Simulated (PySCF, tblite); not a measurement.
# C₄H₈FOP: dynamics, then NMR shifts on frames

Aim: move C₄H₈FOP (`COC/P=C(\C)F`) away from its starting geometry and see how NMR shifts follow the geometry.

The runs use tblite 0.8.0 and PySCF 2.14.0, with density-fitted response routines of our own; the level of theory stands in each step. All values are computed, except where a source is named. Atoms count from 0, in the outputs and in this text.

**1. The molecule as given**

15 atoms, charge 0, multiplicity 1; geometry from: GFN2-xTB.

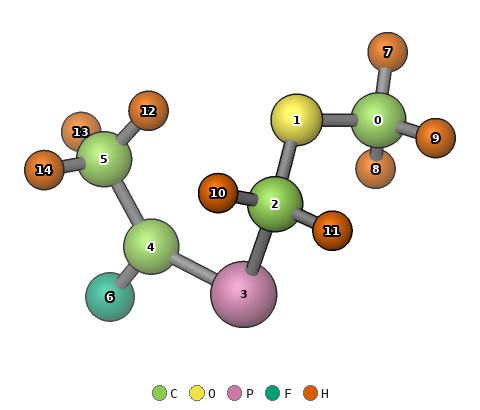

The starting geometry (carbon green, oxygen yellow, phosphorus pink, fluorine teal, hydrogen orange), atoms numbered.

**2. Thermal motion with GFN2-xTB**

The job: settings as JSON, then the geometry in Å.

```
{"job": {"kind": "md", "xc": "GFN2-xTB", "basis": "xTB", "temperature": 600, "steps": 2000, "every": 50, "frames": 5}, "charge": 0, "multiplicity": 1}
C      2.201381    -0.022100     0.286775
O      1.070954    -0.811012     0.013935
C      0.447045    -0.486022    -1.197802
P     -0.412027     1.203596    -1.211633
C     -1.558088     0.958570    -0.007048
C     -1.867482    -0.196644     0.875836
F     -2.383614     2.012372     0.219478
H      2.591533    -0.355106     1.246290
H      1.933431     1.040709     0.346524
H      2.967018    -0.148183    -0.487492
H     -0.292340    -1.267367    -1.392375
H      1.175967    -0.481114    -2.021342
H     -1.022424    -0.873680     0.943696
H     -2.120201     0.172097     1.869710
H     -2.735568    -0.738125     0.493535
```

With the program's defaults for keys left out, this is: GFN2-xTB Langevin dynamics, gas phase.

Run with:

```console
$ OMP_NUM_THREADS=1 python probes_run.py task.json out
```

The driver reads the jobs from task.json and runs them one after another.

Log:

```text
t/fs     T/K      E/eV
    0.0   478.5   -650.66169
   25.0   372.3   -650.15257
   50.0   406.7   -649.90762
   75.0   448.7   -649.63035
  100.0   429.1   -649.77992
  125.0   505.4   -650.01815
  150.0   441.9   -650.00530
  175.0   344.3   -649.78894
  200.0   450.1   -649.88739
  225.0   627.8   -649.92835
  250.0   523.2   -649.78072
  275.0   546.2   -649.65803
  300.0   345.9   -649.43589
  325.0   642.9   -649.85751
  350.0   751.8   -649.95719
  375.0   669.8   -649.78414
  400.0   715.5   -649.48980
  425.0   592.9   -649.32585
  450.0   485.4   -649.58920
  475.0   576.0   -649.81753
  500.0   709.8   -649.83756
  525.0   682.9   -649.75508
  550.0   611.4   -649.54143
  575.0   592.9   -649.76928
  600.0   545.6   -649.36633
  625.0   495.9   -649.44266
  650.0   609.9   -649.45743
  675.0   615.8   -649.70726
  700.0   486.0   -649.19985
  725.0   654.4   -649.59472
  750.0   751.6   -649.68857
  775.0   531.7   -649.50928
  800.0   474.0   -649.85290
  825.0   301.7   -649.43750
  850.0   495.0   -649.70569
  875.0   503.5   -649.63561
  900.0   519.4   -649.85535
  925.0   631.7   -649.83563
  950.0   425.1   -649.51657
  975.0   483.6   -649.74538
 1000.0   572.9   -649.87306
```

Run time: 18 s. Hardware: 1 thread of Arm Neoverse N1, shared host.

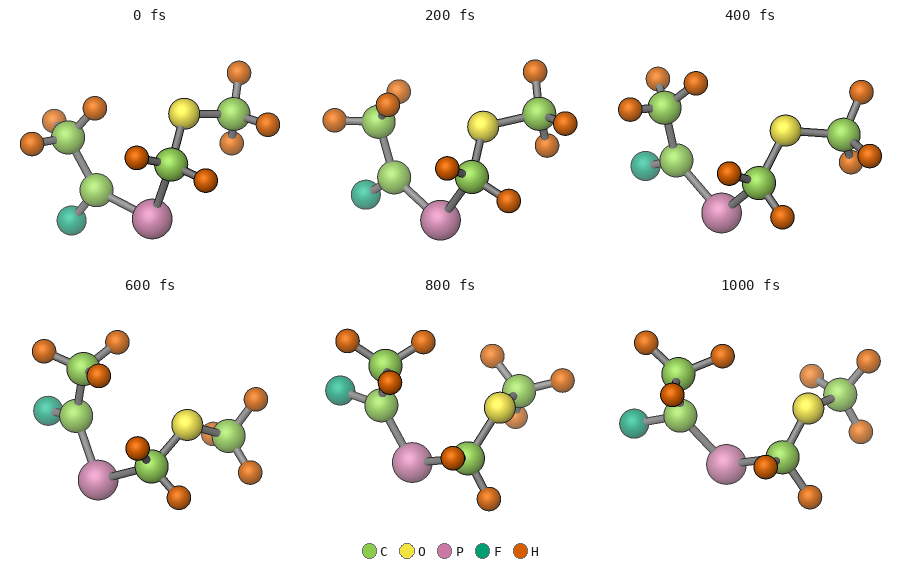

Frames of the run.

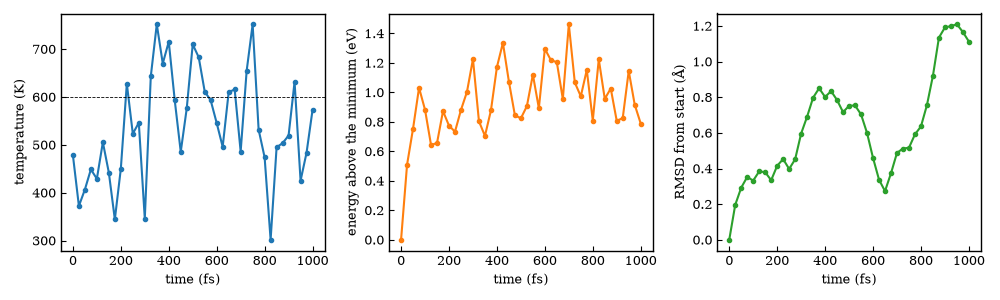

Temperature, potential energy and distance from the start.

Positions (Å) and forces (eV/Å) at 1000 fs:

```xyz
15

C     2.021    1.180    0.500   -0.857   -1.428   -0.307
O     1.224    0.350   -0.417    1.809   -0.365    0.795
C     0.294    0.963   -1.184   -0.569    2.801   -1.136
P    -1.125    1.723   -0.202   -0.688   -0.923    0.446
C    -1.867    0.352    0.518   -0.671    2.482   -0.196
C    -1.595   -1.075    0.549    1.583   -1.329   -1.288
F    -3.038    0.837    1.128    0.801   -1.065   -0.083
H     1.446    1.279    1.448    0.220    0.469   -0.613
H     2.247    2.112   -0.021    0.082   -0.016    0.427
H     2.924    0.578    0.763   -0.572    0.530   -0.530
H    -0.132    0.304   -1.954    0.391   -0.170    0.314
H     0.661    1.962   -1.790   -0.086   -1.976    1.021
H    -2.149   -1.656    1.310    0.475    0.542   -0.324
H    -1.837   -1.525   -0.479    0.107    0.444    1.242
H    -0.431   -1.198    0.612   -2.026    0.003    0.233
```

**3. Nuclear shieldings: 250 fs, PBE0/pcSseg-1**

The job: settings as JSON, then the geometry in Å.

```
{"job": {"kind": "nmr", "xc": "PBE0", "basis": "pcSseg-1", "pop": false}, "charge": 0, "multiplicity": 1}
C      1.812500     0.053000    -0.706000
O      0.650300    -0.769200    -0.671900
C     -0.345500    -0.269500    -1.488100
P     -1.017800     1.505600    -1.118100
C     -1.859600     1.120000     0.298800
C     -1.850100    -0.239400     1.026400
F     -2.801300     1.969600     0.679200
H      2.240100    -0.108500     0.225100
H      1.542800     1.137000    -0.523300
H      2.477200    -0.290200    -1.453300
H     -1.222600    -0.942800    -1.493200
H      0.003900    -0.156600    -2.475900
H     -1.639100    -1.110200     0.460100
H     -0.978800    -0.157300     1.703200
H     -2.851500    -0.347700     1.431200
```

Method: GIAO PBE0/pcSseg-1 NMR shielding, non-relativistic, gas phase.

Log:

```text
coarse grid: 13104 points
cycle   1  E = -672.8822675267  dE =  8.227e-01  |g| = 6.496e-01  |ddm| = 3.397e+00
cycle   2  E = -672.7923019222  dE =  8.997e-02  |g| = 9.575e-01  |ddm| = 1.075e+00
cycle   3  E = -672.9581437667  dE = -1.658e-01  |g| = 1.171e-01  |ddm| = 7.153e-01
cycle   4  E = -672.9604148302  dE = -2.271e-03  |g| = 7.274e-02  |ddm| = 1.791e-01
cycle   5  E = -672.9618343421  dE = -1.420e-03  |g| = 1.911e-02  |ddm| = 8.722e-02
cycle   6  E = -672.9619211793  dE = -8.684e-05  |g| = 4.572e-03  |ddm| = 2.105e-02
cycle   7  E = -672.9619253554  dE = -4.176e-06  |g| = 1.208e-03  |ddm| = 3.458e-03
final grid: 122552 points
cycle   8  E = -673.0218787443  dE = -3.067e-05  |g| = 1.259e-02  |ddm| = 2.664e-02
cycle   9  E = -673.0218276116  dE =  5.113e-05  |g| = 1.943e-02  |ddm| = 2.265e-02
cycle  10  E = -673.0219096104  dE = -8.200e-05  |g| = 3.031e-03  |ddm| = 1.672e-02
cycle  11  E = -673.0219121392  dE = -2.529e-06  |g| = 5.047e-04  |ddm| = 3.214e-03
cycle  12  E = -673.0219121927  dE = -5.347e-08  |g| = 1.663e-04  |ddm| = 5.227e-04
cycle  13  E = -673.0219121985  dE = -5.805e-09  |g| = 3.532e-05  |ddm| = 1.850e-04
cycle  14  E = -673.0219121988  dE = -3.270e-10  |g| = 1.252e-05  |ddm| = 6.831e-05
converged SCF energy = -673.0219121988

GIAO shielding tensors (ppm)
atom      isotropic    diamagn.    paramagn.     s11        s22        s33       span
  0 C      132.690     248.650    -115.960     96.943    106.701    194.425     97.482
  1 O      315.003     398.690     -83.687    281.908    297.204    365.898     83.990
  2 C      106.693     249.543    -142.851     66.440    107.153    146.485     80.045
  3 P      119.839     967.363    -847.525   -233.885    156.263    437.138    671.023
  4 C      -69.871     258.206    -328.077   -303.927     33.109     61.206    365.133
  5 C      154.714     250.353     -95.639    129.119    146.283    188.740     59.622
  6 F      168.366     471.262    -302.896     36.454     95.269    373.376    336.922
  7 H       29.323      32.795      -3.472     25.361     27.168     35.440     10.078
  8 H       26.829      29.279      -2.449     22.481     27.387     30.621      8.140
  9 H       28.471      30.073      -1.601     24.487     25.775     35.152     10.666
 10 H       27.092      31.500      -4.409     22.793     26.455     32.027      9.234
 11 H       28.129      31.997      -3.868     23.360     28.313     32.715      9.355
 12 H       28.594      33.131      -4.536     24.894     29.525     31.363      6.468
 13 H       28.352      30.605      -2.253     24.882     26.944     33.229      8.347
 14 H       29.547      28.121       1.426     25.095     28.380     35.166     10.071
```

Wall time 33 s (1 thread of Arm Neoverse N1, shared host); peak memory 0.75 GiB.

The references, computed at this level on geometries of the same kind, shield at (ppm): 1H TMS 31.72, 13C TMS 186.9, 19F CFCl3 170.9, 17O H2O 336.1, 31P H3PO4 318.4. Their shielding less the atom's gives the shift. The references are single molecules in the gas phase, so shifts against H2O, NH3, PH3, H3PO4 or CFCl3 are not on the usual liquid scales and can be off by tens of ppm. Each atom is listed at this fixed geometry, with no averaging over motion; a spectrum would average atoms that exchange fast.

| atoms | environment | σ (ppm) | δ (ppm) |
| --- | --- | --- | --- |
| C4 | carbon double-bonded to a heavier main-group atom | -69.9 | 256.8 |
| C2 | sp3 CH2 bonded to O and P | 106.7 | 80.2 |
| C0 | methyl carbon bonded to O | 132.7 | 54.2 |
| C5 | methyl carbon | 154.7 | 32.2 |
| H8 | hydrogen on a methyl carbon bonded to O | 26.83 | 4.89 |
| H10 | hydrogen on an sp3 CH2 bonded to O and P | 27.09 | 4.63 |
| H11 | hydrogen on an sp3 CH2 bonded to O and P | 28.13 | 3.59 |
| H13 | hydrogen on a methyl carbon | 28.35 | 3.37 |
| H9 | hydrogen on a methyl carbon bonded to O | 28.47 | 3.25 |
| H12 | hydrogen on a methyl carbon | 28.59 | 3.12 |
| H7 | hydrogen on a methyl carbon bonded to O | 29.32 | 2.39 |
| H14 | hydrogen on a methyl carbon | 29.55 | 2.17 |
| O1 | ether oxygen | 315.0 | 21.1 |
| P3 | phosphorus bonded to 2 C | 119.8 | 198.5 |
| F6 | fluorine bonded to C | 168.4 | 2.6 |

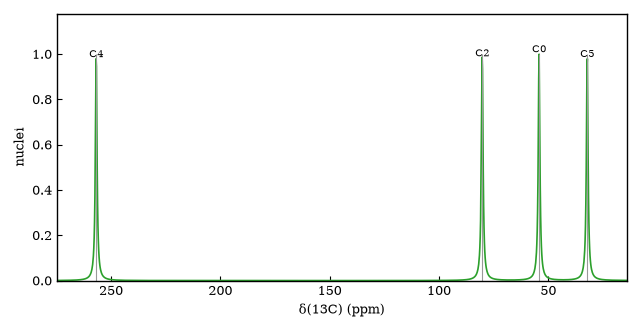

13C lines at the computed shifts, without couplings. Lines are broadened to a width of 0.90 ppm (Lorentzian).

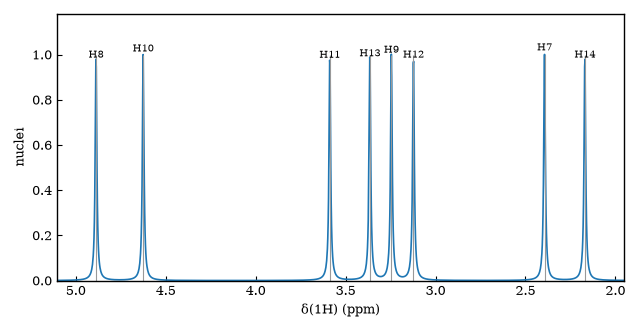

1H lines at the computed shifts, without couplings. Lines are broadened to a width of 0.01 ppm (Lorentzian).

**4. Nuclear shieldings: 425 fs, PBE0/pcSseg-1**

The job: settings as JSON, then the geometry in Å.

```
{"job": {"kind": "nmr", "xc": "PBE0", "basis": "pcSseg-1", "pop": false}, "charge": 0, "multiplicity": 1}
C      2.104000     0.228200    -0.476700
O      0.848200    -0.280800    -0.501400
C     -0.110700     0.144100    -1.527100
P     -1.319400     1.394500    -0.710300
C     -2.043500     0.382600     0.423900
C     -1.915400    -0.927800     1.004300
F     -2.820100     1.173500     1.211100
H      2.815400    -0.439400     0.075400
H      2.134300     1.291500     0.068200
H      2.573100     0.510800    -1.440000
H     -0.534100    -0.965900    -1.751100
H      0.039800     0.626800    -2.489000
H     -2.756200    -1.648700     0.726800
H     -0.894300    -1.382800     0.696400
H     -1.792700    -0.987500     2.080200
```

Level: GIAO PBE0/pcSseg-1 NMR shielding, non-relativistic, gas phase.

Log:

```text
coarse grid: 13104 points
cycle   1  E = -672.8652900589  dE =  6.559e-01  |g| = 6.605e-01  |ddm| = 3.382e+00
cycle   2  E = -672.7662448433  dE =  9.905e-02  |g| = 1.012e+00  |ddm| = 1.141e+00
cycle   3  E = -672.9438550768  dE = -1.776e-01  |g| = 8.810e-02  |ddm| = 7.254e-01
cycle   4  E = -672.9451521258  dE = -1.297e-03  |g| = 4.355e-02  |ddm| = 1.044e-01
cycle   5  E = -672.9455337879  dE = -3.817e-04  |g| = 2.164e-02  |ddm| = 5.878e-02
cycle   6  E = -672.9456641747  dE = -1.304e-04  |g| = 5.340e-03  |ddm| = 2.674e-02
cycle   7  E = -672.9456710664  dE = -6.892e-06  |g| = 9.694e-04  |ddm| = 4.995e-03
final grid: 122552 points
cycle   8  E = -673.0039721456  dE = -1.789e-05  |g| = 1.189e-02  |ddm| = 2.302e-02
cycle   9  E = -673.0039167408  dE =  5.540e-05  |g| = 1.955e-02  |ddm| = 2.260e-02
cycle  10  E = -673.0040005311  dE = -8.379e-05  |g| = 2.581e-03  |ddm| = 1.645e-02
cycle  11  E = -673.0040023910  dE = -1.860e-06  |g| = 4.262e-04  |ddm| = 2.760e-03
cycle  12  E = -673.0040024296  dE = -3.865e-08  |g| = 1.644e-04  |ddm| = 4.833e-04
cycle  13  E = -673.0040024355  dE = -5.882e-09  |g| = 2.820e-05  |ddm| = 1.608e-04
cycle  14  E = -673.0040024357  dE = -1.942e-10  |g| = 1.180e-05  |ddm| = 4.931e-05
converged SCF energy = -673.0040024357

GIAO shielding tensors (ppm)
atom      isotropic    diamagn.    paramagn.     s11        s22        s33       span
  0 C      126.745     241.118    -114.373     95.790    103.536    180.909     85.119
  1 O      300.010     400.211    -100.201    223.472    299.783    376.775    153.303
  2 C      104.920     251.411    -146.491     59.597     90.862    164.301    104.703
  3 P      135.615     967.112    -831.497   -142.795    116.512    433.127    575.922
  4 C      -54.330     256.925    -311.255   -262.348     39.692     59.667    322.015
  5 C      162.815     253.899     -91.084    144.029    158.376    186.041     42.012
  6 F      171.712     474.536    -302.824     44.186    142.695    328.256    284.070
  7 H       27.306      27.754      -0.448     23.500     24.293     34.127     10.627
  8 H       26.327      27.589      -1.263     21.653     24.810     32.517     10.864
  9 H       28.059      27.842       0.217     24.574     25.448     34.154      9.581
 10 H       24.461      29.083      -4.622     21.088     22.840     29.454      8.366
 11 H       27.130      30.365      -3.235     22.871     27.599     30.921      8.050
 12 H       28.102      26.323       1.779     24.552     25.150     34.605     10.053
 13 H       26.240      31.975      -5.735     21.090     26.966     30.665      9.576
 14 H       29.211      29.911      -0.700     25.891     26.840     34.901      9.009
```

Run time: 33 s. Hardware: 1 thread of Arm Neoverse N1, shared host; peak memory 0.76 GiB.

This run: δ C4 241.3, C2 82.0, C0 60.2, C5 24.1, H10 7.26, H13 5.48 ppm.

(Part 1 of 2 ends here.)
